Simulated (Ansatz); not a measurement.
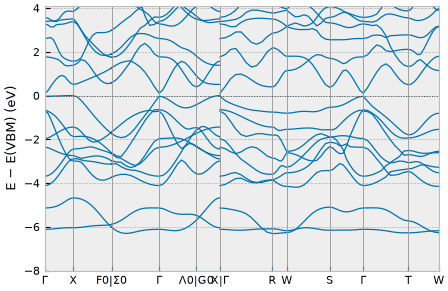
Figure: Band structure from plane-wave PAW PBEsol (Ansatz code)

### Question
Read off the gap and where the band edges lie.

### Answer
About 0.1 eV (0.10 eV by a search for the band edges); maximum at X, minimum at Γ.

The material is In$_{2}$Te$_{3}$ in space group Imm2 (No. 44; In on 4d, Te on 4d, Te on 2a).

The first step of the workflow began from a Materials Project structure, measured or hypothetical; the Crystallography Open Database copy checked does not list it. COD files the formula under space group No. 216, so this cell is another polymorph or a model. Whether it is the stable phase at ambient conditions was not checked. The cell was relaxed with PBEsol under the symmetry of its start; its stability against distortions is not shown here. Scalar-relativistic: spin–orbit coupling is off unless named, which matters more the heavier the elements.

Potentials: the later of the program's two PAW sets.
